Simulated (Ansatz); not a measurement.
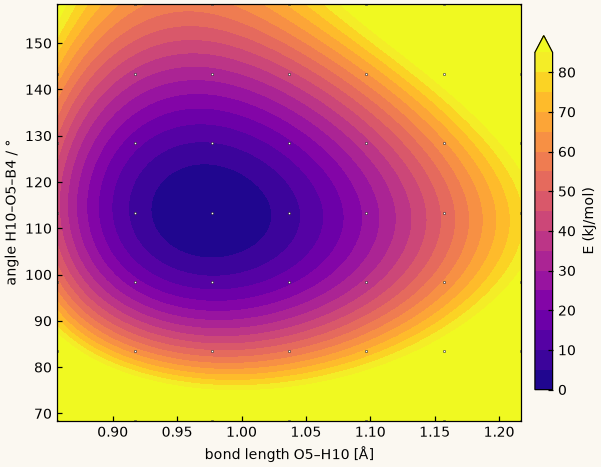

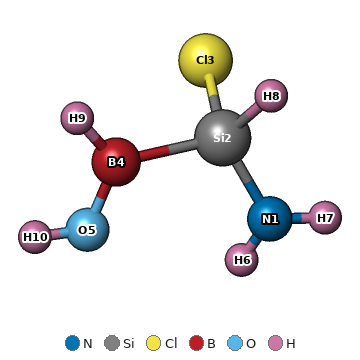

Energy landscape of BClH5NOSi, SMILES N[SiH](Cl)BO. The first coordinate is: bond length O5–H10; the second: angle H10–O5–B4. Nothing is relaxed (all other coordinates rigid). The grid has 7 × 7 points. Energies: kJ/mol, counted from the relaxed molecule at the same level. Computed with Ansatz 0.2.0, RKS PBE-D4/def2-TZVP.

Drawn: filled contours, dots at the grid points, one colour for all values above the top of the scale. Between grid points the surface is interpolated. The second picture is the structure at the lowest point.

> What does the map say about the system?

The lowest grid point is at bond length O5–H10 = 0.977 Å, angle H10–O5–B4 = 113.4°, 0 kJ/mol from the relaxed molecule at the same level. It is the only kind of minimum in the scanned range. The highest grid point, bond length O5–H10 = 0.857 Å, angle H10–O5–B4 = 68.4°, lies 179 kJ/mol above the lowest. Round the minimum the two coordinates are weakly coupled (coupling 0.06 in units of the two stiffnesses).

The values on the grid:

```csv
"angle H10–O5–B4 ↓, bond length O5–H10 →",0.857,0.917,0.977,1.037,1.097,1.157,1.217
158.4,90,62,58,71,94,123,155
143.4,68,38,33,43,64,91,122
128.4,48,17,10,19,38,64,93
113.4,41,8,0,8,26,51,79
98.4,56,22,12,19,36,60,88
83.4,99,63,51,55,71,94,121
68.4,179,138,121,119,128,144,165
```

The whole map (49 points run) took 7.8 min on 1 thread of Arm Neoverse V2, with other jobs on the host.
